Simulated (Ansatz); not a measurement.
# Ca2ScP2: relaxing a made-up structure

This structure for Ca2ScP2 is made up. Its elements were placed in a known structure type with a cell scaled to their sizes. What cell does the guess relax to, and how far off was it?

Calculated with Ansatz 0.2.0; DFT, PBE, plane-wave PAW, files of the set soft_1, scalar-relativistic, no spin, cell and ions relaxed at zero pressure; PAW set soft_1.

## Step 1: Starting point

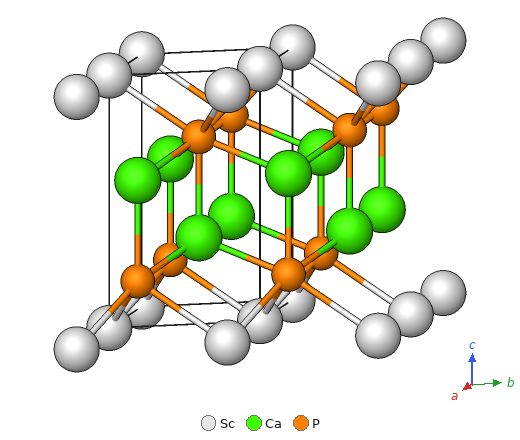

The starting structure, seen slightly off an axis (scandium white, calcium green, phosphorus orange). 2×2×1 cells are drawn. Bonds to atoms that aren't drawn are left out. Some periodic images of atoms are drawn too.

Structure file:

```cif
data_structure
_symmetry_space_group_name_H-M 'P-3m1'
_symmetry_Int_Tables_number 164
_cell_length_a 4.5600
_cell_length_b 4.5600
_cell_length_c 7.3230
_cell_angle_alpha 90.000
_cell_angle_beta 90.000
_cell_angle_gamma 120.000
_cell_volume 131.87
loop_
_atom_site_label
_atom_site_type_symbol
_atom_site_symmetry_multiplicity
_atom_site_Wyckoff_symbol
_atom_site_fract_x
_atom_site_fract_y
_atom_site_fract_z
_atom_site_occupancy
Sc1 Sc 1 a 0.00000 0.00000 0.00000 1
Ca1 Ca 2 d 0.33333 0.66667 0.36780 1
P1 P 2 d 0.33333 0.66667 0.76740 1
```

## Step 2: Relaxing cell and atoms

The guess takes its coordinates from another compound and its volume from a rule, so the cell and any free coordinates are relaxed together.

Input file input.yaml:

```yaml
crystal:
  lattice:
    - [4.56, 0.0, 0.0]
    - [-2.28, 3.949075841, 0.0]
    - [0.0, 0.0, 7.323]
  atoms:
    - { symbol: Sc, position: [0.0, 0.0, 0.0] }
    - { symbol: Ca, position: [0.333333333, 0.666666667, 0.3678] }
    - { symbol: Ca, position: [0.666666667, 0.333333333, 0.6322] }
    - { symbol: P, position: [0.333333333, 0.666666667, 0.7674] }
    - { symbol: P, position: [0.666666667, 0.333333333, 0.2326] }
kpoints:
  mp_grid: { grid: [7, 7, 4] }
scf:
  occupations: { method: fermi_dirac, width: 0.05 }
hamiltonian:
  xc: pbe
  pseudopotentials: { kind: paw, azcp: { folder: soft_1 } }
relax:
  f_tol: 0.015
  max_steps: 70
  cell: {}
output:
  forces: true
  stress: true
```

The run is started by

```
$ ansatz run input.yaml --threads 4 --pin off --max-ram 8192MiB --backend cpu --events-out ev --progress --plain --runs-dir out
```

Numbers of over 12 decimals in the logs are rounded to 6 here.

Log:

```text
Engine: ansatz 0.2.0, x86_64-unknown-linux-gnu
Pseudopotentials: kind: paw
Pseudopotential: Sc, paw, valence charge 11, recommended cutoff 420 eV (normal), soft_1/Sc.paw.azcp
Pseudopotential: Ca, paw, valence charge 10, recommended cutoff 420 eV (normal), soft_1/Ca.paw.azcp
Pseudopotential: P, paw, valence charge 5, recommended cutoff 420 eV (normal), soft_1/P.paw.azcp
Functional definition: PBE
  parameter kappa = 0.804
  parameter beta = 0.066725
  exchange = pbe_x(kappa = kappa, mu = beta*pi^2/3)
  correlation = pbe_c(beta = beta)
Crystal: 5 atoms, lattice volume = 131.871 Å³
Basis set: ecut = 420 eV, 2587 PW (Γ), exchange–correlation on 64×64×100 points (8 copies of the dense FFT grid, shifted against one another)
Bands: 26, of which v1, the nominal top of the filled ones, is band 21 counted from 1 (20 counted from 0)
Symmetry: 12 space group operations
Space group: P-3m1 (ITA 164), of the structure as read, at distance tolerance 5.1e-5 Å
k-points: 28 of 196
Non-local potential: Sc, projectors of the file, l = 0: 3, l = 1: 2, l = 2: 3, l = 3: 1
Non-local potential: Ca, projectors of the file, l = 0: 3, l = 1: 2, l = 2: 2
Non-local potential: P, projectors of the file, l = 0: 2, l = 1: 2, l = 2: 1
PAW form: soft (Blöchl's): semilocal exchange-correlation on the pseudo side does not see the compensation charge
PAW one-centre angular grid: Sc, 590 points (default); XC on 64 Gauss nodes
PAW one-centre angular grid: Ca, 110 points (default); XC on 64 Gauss nodes
PAW one-centre angular grid: P, 110 points (default); XC on 64 Gauss nodes
Initial density: superposition of atomic densities (chi_scale 0.1, normalization cell, long waves kept (reshape's long-wave potential 0.12 eV rms))
Initial wavefunctions: pseudopotential atomic-orbital guess
Functional: x = pbe(κ = 0.804, μ = 0.219515), c = pbe(β = 0.066725)
SCF iter   1: F=—  HF=-7287.697248 eV  |F-HF|=—  |Δ(HF+E_count)|=         —  Δρ=4.93e-2  dr2=1.61e1  ethr=3.10e-3  ⟨swp⟩=10.6  Hψ=4843  notcnv=0
preconditioner: auto → Kerker (q_TF=auto, 2.246 Å⁻¹)  [metal: Δε(μ)=0.027 eV  Ē_g=5.563 eV  σ=0.050 eV  W_gap=0.13  n_scr=22 (ndim 8)  ℏωp=13.3 eV  f_vac=0.000  D(μ)=2.58/eV (n_scr^D=22)]
SCF iter   2: F=—  HF=-7285.545771 eV  |F-HF|=—  |Δ(HF+E_count)|=    2.15e0  Δρ=2.04e-2  dr2=2.70e0  ethr=3.10e-3  ⟨swp⟩=5.0  Hψ=1953  notcnv=0
SCF iter   3: F=—  HF=-7285.221961 eV  |F-HF|=—  |Δ(HF+E_count)|=   3.24e-1  Δρ=1.10e-2  dr2=2.35e-1  ethr=3.10e-3  ⟨swp⟩=4.2  Hψ=1668  notcnv=0
SCF iter   4: F=—  HF=-7285.205845 eV  |F-HF|=—  |Δ(HF+E_count)|=   1.61e-2  Δρ=7.40e-3  dr2=2.04e-1  ethr=5.72e-4  ⟨swp⟩=5.0  Hψ=1857  notcnv=0  defer=1
SCF iter   5: F=—  HF=-7285.183525 eV  |F-HF|=—  |Δ(HF+E_count)|=   2.23e-2  Δρ=1.36e-3  dr2=5.32e-3  ethr=4.98e-4  ⟨swp⟩=3.9  Hψ=1230  notcnv=0
SCF iter   6: F=—  HF=-7285.184580 eV  |F-HF|=—  |Δ(HF+E_count)|=   1.05e-3  Δρ=1.13e-3  dr2=6.35e-3  ethr=1.30e-5  ⟨swp⟩=2.6  Hψ=1107  notcnv=0
SCF iter   7: F=—  HF=-7285.184140 eV  |F-HF|=—  |Δ(HF+E_count)|=   4.40e-4  Δρ=1.70e-4  dr2=1.42e-4  ethr=1.30e-5  ⟨swp⟩=1.6  Hψ=758  notcnv=0
SCF iter   8: F=—  HF=-7285.184155 eV  |F-HF|=—  |Δ(HF+E_count)|=   1.53e-5  Δρ=7.36e-5  dr2=1.50e-5  ethr=3.46e-7  ⟨swp⟩=2.4  Hψ=947  notcnv=0
SCF iter   9: F=—  HF=-7285.184145 eV  |F-HF|=—  |Δ(HF+E_count)|=   1.08e-5  Δρ=1.55e-5  dr2=1.30e-6  ethr=3.65e-8  ⟨swp⟩=2.2  Hψ=973  notcnv=0
SCF iter  10: F=—  HF=-7285.184145 eV  |F-HF|=—  |Δ(HF+E_count)|=   4.05e-8  Δρ=5.31e-6  dr2=1.50e-7  ethr=3.16e-9  ⟨swp⟩=2.1  Hψ=909  notcnv=0
SCF iter  11: F=-7285.184145 eV  HF=-7285.184145 eV  |F-HF|=2.16e-9  |Δ(HF+E_count)|=   1.19e-8  Δρ=1.85e-6  dr2=5.55e-9  ethr=2.44e-10  ⟨swp⟩=5.0  Hψ=2417  notcnv=0
SCF 1 converged in 11 iterations: F = -7285.184145 eV  dr2 = 5.55e-9
  greatest PAW one-centre occupation: 0.998 electrons in one spin orbital (limit 2), on the Sc atom at site 0 (counted from 0), in its partial waves of l = 0
relax step   1: F+E_penalty+E_count = -7285.18414457 eV  Δ(F+E_penalty+E_count) = +0.000e0 eV  max|allowed force component| = 9.789e-1 eV/Å  Δτ_max = 0.0000 Å  P = -4.298 GPa  Ω = 131.871 Å³  (11 SCF iters, dr2 threshold 1.00e-7 eV, accepted)
[... from here on, the SCF cycles and remarks between the steps are left out ...]
relax step   2: F+E_penalty+E_count = -7285.79953279 eV  Δ(F+E_penalty+E_count) = -6.154e-1 eV  max|allowed force component| = 2.932e-1 eV/Å  Δτ_max = 0.1975 Å  P = -1.696 GPa  Ω = 121.462 Å³  energy of the carried Pulay correction = +1.799e-4 eV  (8 SCF iters, dr2 threshold 5.00e-7 eV, accepted)
relax step   3: F+E_penalty+E_count = -7285.83958829 eV  Δ(F+E_penalty+E_count) = -4.006e-2 eV  max|allowed force component| = 7.185e-2 eV/Å  Δτ_max = 0.0874 Å  P = +1.025 GPa  Ω = 115.102 Å³  energy of the carried Pulay correction = +2.972e-4 eV  (7 SCF iters, dr2 threshold 5.00e-7 eV, accepted)
relax step   4: F+E_penalty+E_count = -7285.85180598 eV  Δ(F+E_penalty+E_count) = -1.222e-2 eV  max|allowed force component| = 7.336e-3 eV/Å  Δτ_max = 0.0150 Å  P = -0.009 GPa  Ω = 117.222 Å³  energy of the carried Pulay correction = +2.574e-4 eV  (6 SCF iters, dr2 threshold 5.00e-7 eV, accepted)
[...]
relax step  10: F+E_penalty+E_count = -7286.02847617 eV  Δ(F+E_penalty+E_count) = -1.310e-1 eV  max|allowed force component| = 2.160e-1 eV/Å  Δτ_max = 0.1588 Å  P = +1.458 GPa  Ω = 124.860 Å³  energy of the carried Pulay correction = +1.195e-4 eV  (8 SCF iters, dr2 threshold 5.00e-7 eV, accepted)
relax step  11: F+E_penalty+E_count = -7286.16270777 eV  Δ(F+E_penalty+E_count) = -1.342e-1 eV  max|allowed force component| = 1.083e-1 eV/Å  Δτ_max = 0.0454 Å  P = +1.084 GPa  Ω = 126.645 Å³  energy of the carried Pulay correction = +8.848e-5 eV  (7 SCF iters, dr2 threshold 5.00e-7 eV, accepted)
relax step  12: F+E_penalty+E_count = -7286.24763748 eV  Δ(F+E_penalty+E_count) = -8.493e-2 eV  max|allowed force component| = 7.697e-2 eV/Å  Δτ_max = 0.0298 Å  P = -0.114 GPa  Ω = 130.772 Å³  energy of the carried Pulay correction = +1.832e-5 eV  (7 SCF iters, dr2 threshold 5.00e-7 eV, accepted)
relax step  13: F+E_penalty+E_count = -7286.24026060 eV  Δ(F+E_penalty+E_count) = +7.377e-3 eV  max|allowed force component| = 3.550e-1 eV/Å  Δτ_max = 0.1105 Å  P = +1.768 GPa  Ω = 131.366 Å³  energy of the carried Pulay correction = +8.399e-6 eV  (8 SCF iters, dr2 threshold 5.00e-7 eV, rejected (line search))
relax step  14: F+E_penalty+E_count = -7286.27674083 eV  Δ(F+E_penalty+E_count) = -2.910e-2 eV  max|allowed force component| = 8.135e-2 eV/Å  Δτ_max = 0.0203 Å  P = +0.215 GPa  Ω = 130.904 Å³  energy of the carried Pulay correction = +1.611e-5 eV  (12 SCF iters, accepted)
relax step  15: F+E_penalty+E_count = -7286.28939712 eV  Δ(F+E_penalty+E_count) = -1.266e-2 eV  max|allowed force component| = 2.067e-2 eV/Å  Δτ_max = 0.0307 Å  P = -0.047 GPa  Ω = 132.745 Å³  energy of the carried Pulay correction = -1.446e-5 eV  (7 SCF iters, dr2 threshold 5.00e-7 eV, accepted)
relax step  16: F+E_penalty+E_count = -7286.28969332 eV  Δ(F+E_penalty+E_count) = -2.962e-4 eV  max|allowed force component| = 3.382e-3 eV/Å  Δτ_max = 0.0074 Å  P = -0.014 GPa  Ω = 132.969 Å³  energy of the carried Pulay correction = -1.815e-5 eV  (8 SCF iters, dr2 threshold 2.87e-8 eV, accepted)
relax step  17: F+E_penalty+E_count = -7286.33441790 eV  Δ(F+E_penalty+E_count) = -4.472e-2 eV  max|allowed force component| = 2.395e-3 eV/Å  Δτ_max = 0.0000 Å  P = +0.383 GPa  Ω = 132.969 Å³  stress off target by 1.09e0 GPa  SCF on the basis re-selected at this cell (its energy is not comparable with the rows above)  (8 SCF iters)
relax step  18: F+E_penalty+E_count = -7286.34660697 eV  Δ(F+E_penalty+E_count) = -1.219e-2 eV  max|allowed force component| = 4.119e-3 eV/Å  Δτ_max = 0.0340 Å  P = +0.015 GPa  Ω = 135.638 Å³  energy of the carried Pulay correction = -6.330e-5 eV  (7 SCF iters, dr2 threshold 5.00e-7 eV, accepted)
relax step  19: F+E_penalty+E_count = -7286.34683822 eV  Δ(F+E_penalty+E_count) = -2.313e-4 eV  max|allowed force component| = 1.004e-3 eV/Å  Δτ_max = 0.0042 Å  P = -0.005 GPa  Ω = 135.928 Å³  energy of the carried Pulay correction = -7.138e-5 eV  (6 SCF iters, dr2 threshold 5.06e-8 eV, accepted)
relax step  20: F+E_penalty+E_count = -7286.34691756 eV  Δ(F+E_penalty+E_count) = -7.934e-5 eV  max|allowed force component| = 1.099e-3 eV/Å  Δτ_max = 0.0000 Å  P = -0.005 GPa  Ω = 135.928 Å³  stress off target by 6.94e-3 GPa  SCF on the basis re-selected at this cell (its energy is not comparable with the rows above)  (7 SCF iters)
basis re-selected at this cell: Δ(F+E_penalty+E_count) = -7.934e-5 eV, ΔP = -0.000 GPa vs the last step (what re-selecting the basis moved, of the pressure what is left beyond the Pulay correction that the steps carried, after the strain that the cell walked since its last selection, with what the two solves' SCF thresholds leave and, on support functions, any second-order correction that the steps lacked; it is no measure of the basis error at this ecutwfc). The dense FFT grid was sized anew with the basis: this SCF ran on 27×27×72 points, the steps before it on 27×27×64, so part of this shift can come from that change (see relax.cell in the input reference). [rest of the remark cut]
SCF converged after 7 iterations
Free energy (F): -7286.346918 eV
Harris-Foulkes:  -7286.346918 eV  (|F-HF|=2.73e-12)
Internal energy: -7286.327483 eV  (E = F + TS)
E sigma→0 (E₀):  -7286.337200 eV
Entropy (-TS):   -0.019435 eV (-3.887 meV/atom)
Fermi energy:    6.368113 eV
--- Per-component energies (eV) ---
  E_band       = -493.617399
  E_kinetic    = 852.646719
  E_local      = -3241.211165  (includes V_loc(G=0)·N_el)
  E_nonlocal   = 386.846970
  E_hartree    = 1193.076560
  E_xc         = -488.298084
  E_vxc        = -546.219219  (∫ρ·V_xc dr)
  E_paw        = -3837.275439  (= ΣΔE_a)
  E_vpaw       = -331.833846  (= ΣTr[D̂ρ^β])
  E_aug_tail   = 0.000034  (compensation charges beyond the density's cutoff)
  E_ewald      = -2152.113078
  E_smearing   = -0.019435  (= −TS)
  E_closure    = 0.000000  (closes the sum)
  Σ components = -7286.346918   (vs F -7286.346918, Δ=0.00e0)
--- Forces (eV/Å), atoms counted from 1 ---
  atom   1  Sc    -0.00000000    -0.00000000     0.00000000
  atom   2  Ca     0.00000000     0.00000000     0.00109936
  atom   3  Ca     0.00000000    -0.00000000    -0.00109936
  atom   4  P      0.00000000    -0.00000000    -0.00029888
  atom   5  P     -0.00000000     0.00000000     0.00029888
  max |Σ_I F_I| component: 2.71e-19 eV/Å
--- Stress (GPa, compression-positive) ---
       -0.004458       0.000000       0.000000
        0.000000      -0.004458       0.000000
        0.000000       0.000000      -0.006937
  P = ⅓ Tr σ = -0.0053 GPa (-0.053 kbar)
--- Relaxed structure (18 steps of the walk, 17 accepted, 2 SCFs on fresh bases) ---
  F+E_penalty+E_count = -7286.34691756 eV   max|allowed force component| = 1.099e-3 eV/Å   (the final SCF, on the basis selected at the relaxed cell)
  cell:  # Å, volume = 135.9276 Å³
    - [4.001420, 0, 0]
    - [-2.000710, 3.465331, 0]
    - [0, 0, 9.802773]
  atoms:
    - { symbol: Sc, position: [0, 0, -1.7292750750554e-18] }
    - { symbol: Ca, position: [0.333333, 0.666667, 0.304388] }
    - { symbol: Ca, position: [0.666667, 0.333333, 0.695612] }
    - { symbol: P, position: [0.333333, 0.666667, 0.851212] }
    - { symbol: P, position: [0.666667, 0.333333, 0.148788] }
```

Run time: 23 s. Hardware: 4 threads of Intel Xeon Platinum 8375C at 2.90GHz (Ice Lake), shared host; peak memory 0.53 GiB; 84 s of CPU time.

Step by step:

| step | energy less that of the first step (eV) | largest force component (eV/Å) | pressure (GPa) | volume (Å³) |
| --- | --- | --- | --- | --- |
| 1 | 0.0000 | 0.9789 | -4.30 | 131.87 |
| 2 | -0.6154 | 0.2932 | -1.70 | 121.46 |
| 3 | -0.6554 | 0.0719 | 1.02 | 115.10 |
| 4 | -0.6677 | 0.0073 | -0.01 | 117.22 |
| 5 | -0.6730 | 0.0170 | -0.19 | 117.70 |
| 6 | -0.6798 | 0.0355 | -0.09 | 117.84 |
| 7 | -0.6823 | 0.0238 | 0.05 | 117.92 |
| 8 | -0.6887 | 0.0525 | 0.30 | 119.13 |
| 9 | -0.7133 | 0.2196 | 0.86 | 119.55 |
| 10 | -0.8443 | 0.2160 | 1.46 | 124.86 |
| 11 | -0.9786 | 0.1083 | 1.08 | 126.65 |
| 12 | -1.0635 | 0.0770 | -0.11 | 130.77 |
| 13 | -1.0561 | 0.3550 | 1.77 | 131.37 |
| 14 | -1.0926 | 0.0814 | 0.22 | 130.90 |
| 15 | -1.1053 | 0.0207 | -0.05 | 132.75 |
| 16 | -1.1055 | 0.0034 | -0.01 | 132.97 |
| 17* | -1.1503 | 0.0024 | 0.38 | 132.97 |
| 18 | -1.1625 | 0.0041 | 0.01 | 135.64 |
| 19 | -1.1627 | 0.0010 | 0.00 | 135.93 |
| 20* | -1.1628 | 0.0011 | -0.01 | 135.93 |

Relaxation steps marked * repeat the geometry before them on a plane-wave basis chosen anew for their cell, so energy and pressure can jump there. Relaxation step 13 was tried and not accepted.

Forces are held to the 12 operations that the run works with; a distortion that breaks them can't arise in this run.

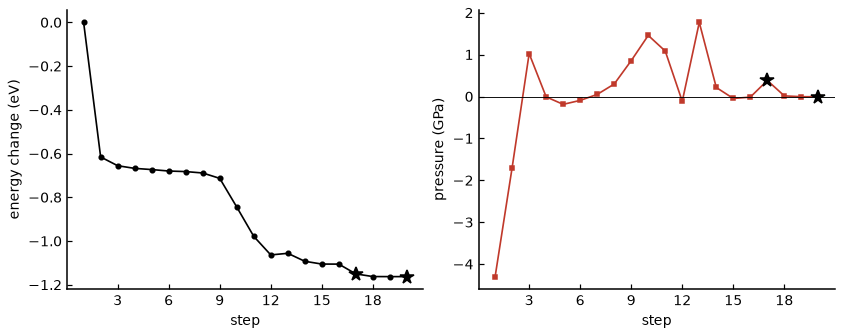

Energy and pressure along the relaxation. Stars mark steps on a basis chosen anew.

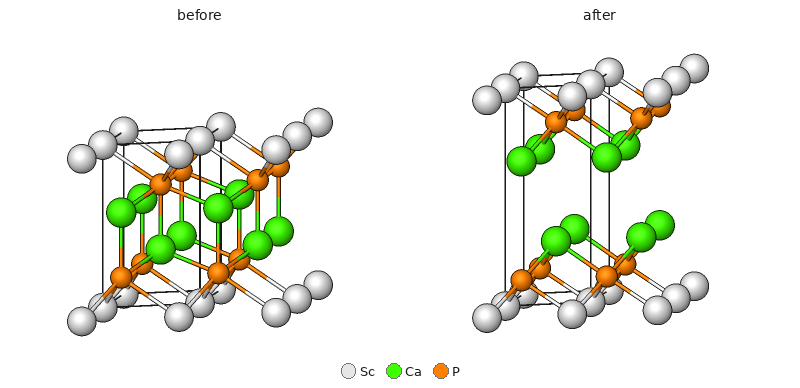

Before and after, at one scale. Bonds to atoms that aren't drawn are left out.

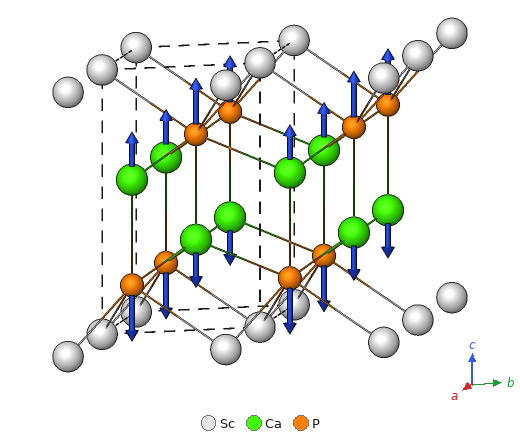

Displacements in the relaxation, exaggerated, measured against the changing cell; the longest in the cell stands for 0.82 Å. Bonds to atoms that aren't drawn are left out. 2×2×1 cells are drawn. Some periodic images of atoms are drawn too.

| cell as run | before | after | change |
| --- | --- | --- | --- |
| a (Å) | 4.560 | 4.001 | -12.2 % |
| b (Å) | 4.560 | 4.001 | -12.2 % |
| c (Å) | 7.323 | 9.803 | +33.9 % |
| volume (Å³/atom) | 26.37 | 27.19 | +3.1 % |

The atoms that moved most (Å, as changes of fractional coordinates times the final cell):

| atom | dx | dy | dz | length |
| --- | --- | --- | --- | --- |
| P5 | 0.000 | 0.000 | -0.822 | 0.822 |
| P4 | 0.000 | 0.000 | 0.822 | 0.822 |
| Ca2 | 0.000 | 0.000 | -0.622 | 0.622 |
| Ca3 | 0.000 | 0.000 | 0.622 | 0.622 |

Final coordinates:

```
Sc Ca P
1.0
     4.00142    0.00000    0.00000
    -2.00071    3.46533    0.00000
     0.00000    0.00000    9.80277
Sc Ca P
1 2 2
Direct
  0.00000 0.00000 0.00000
  0.33333 0.66667 0.30439
  0.66667 0.33333 0.69561
  0.33333 0.66667 0.85121
  0.66667 0.33333 0.14879
```

Numbers from this step:

| Item | Value |
| --- | --- |
| free energy | -7286.3469 eV |
| energy at zero smearing | -7286.3372 eV |
| smearing term TS | 0.01943 eV |
| Fermi energy | 6.368 eV |
| electrons | 41 |
| symmetry operations | 12 |
| pressure | -0.005284 GPa |

The shortest distance of each pair, which need not be the same contact before and after:

| pair | guess (Å) | relaxed (Å) |
| --- | --- | --- |
| P–Sc | 3.136 | 2.732 |
| Ca–P | 2.813 | 2.768 |
| P–P | 4.305 | 3.721 |
| Ca–Sc | 3.766 | 3.774 |
| Sc–Sc | 4.560 | 4.001 |

The relaxation ends with a largest force component of 0.0011 eV/Å and a pressure of -0.01 GPa.

## Step 3: What came out

| Property | Result |
| --- | --- |
| space group, relaxed | P-3m1 |
| conventional cell | a = 4.001, b = 4.001, c = 9.803 Å; α = 90.0°, β = 90.0°, γ = 120.0° |
| volume per atom | 27.19 Å³ (guess 26.37) |

**Reading.** Ca2ScP2 relaxes to P-3m1 with a = 4.001, b = 4.001 and c = 9.803 Å. The guessed volume was 3 % too small. The space group P-3m1 was held in the relaxation, so the end point is a stationary structure within it and may be a saddle against distortions or other arrangements. Mesh and cutoff weren't tested. A vector of the cell changed its length by 34 %, so the starting arrangement is largely lost and the mesh was laid for another shape. No dispersion term is used, so weakly bound directions may come out too long. Nothing here tests whether the compound is stable against decomposition.

[Logs are printed without paths, hosts, clocks, repeated set-up lines and the standing remarks that a program may print on its own settings, such as how far it seeks lower states.]

[Hosts, paths, dates, database ids (printed as entryN), source tags and the programs' standing remarks are cut or masked in the printed files.]
